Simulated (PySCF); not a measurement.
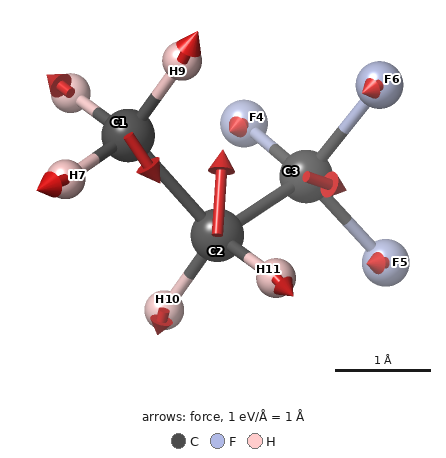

Starting geometry of C$_{3}$H$_{5}$F$_{3}$ with the computed forces as red arrows. A ball-and-stick model, seen from a free direction.

The start comes from GFN2-xTB.

All numbers below come from PySCF, PBE0-D3(BJ)/def2-SVP geometry optimisation, gas phase. 

What follows when this structure is relaxed?

It isn't relaxed: the largest force vector, on a C atom, is 0.96 eV/Å. The final displacements follow the starting forces only in part (cosine between the two patterns 0.44). The atom that moves furthest after the best rigid fit is an H atom (0.033 Å). By element the largest moves are H 0.033 Å, F 0.031 Å, C 0.029 Å. Among the contacts that change: C–H 1.087 → 1.100 Å, C–C 1.515 → 1.505 Å, C–F 1.344 → 1.337 Å, C–C 1.525 → 1.518 Å. Among the angles between lasting bonds that change: C–C–C 110.9° → 113.1°. Over 8 geometry steps the energy falls by 2.65 kJ/mol.
